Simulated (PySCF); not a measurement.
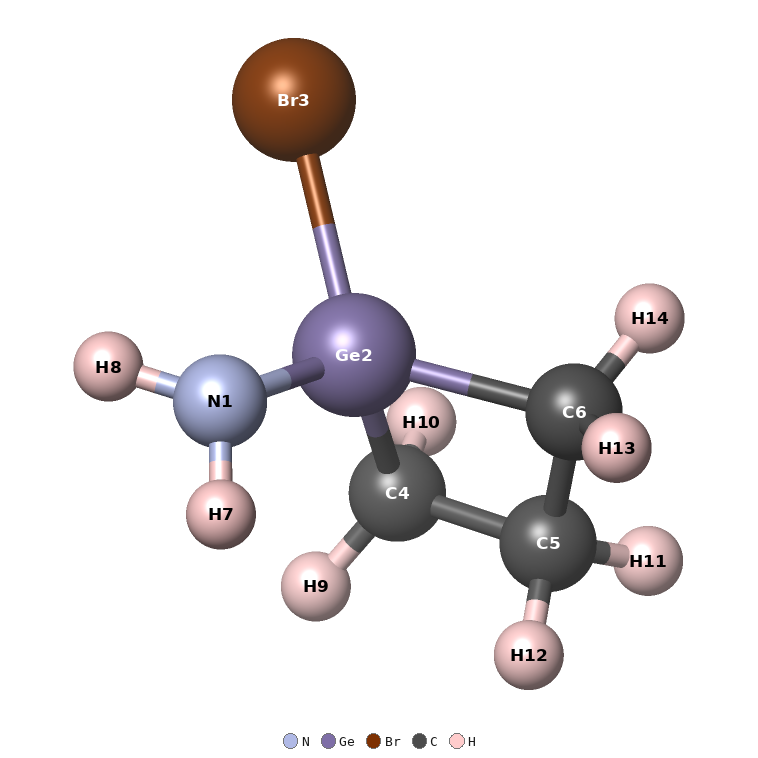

Computed geometry: PBE0-D3(BJ)/def2-SVP optimisation. No frequency run is at hand to confirm it as a minimum. Electric field gradients from the ground-state density, PBE0/pcSseg-1 (PySCF 2.14.0), non-relativistic apart from any core potentials.

Give the largest field-gradient component, the quadrupole coupling constant and the asymmetry for 14N at N1 (Q = 20.44 mb), 73Ge at Ge2 (Q = −196 mb), 79Br at Br3 (Q = 313 mb), 2H at H7 (Q = 2.86 mb), 2H at H8 (Q = 2.86 mb).

```
atom  V_zz (a.u.)  e²qQ/h (MHz)     η
  N1       −0.959         −4.60  0.13
 Ge2        1.676         −77.2  0.14
 Br3        4.818         354.3  0.06
  H7        0.402         0.270  0.16
  H8        0.400         0.269  0.16
```
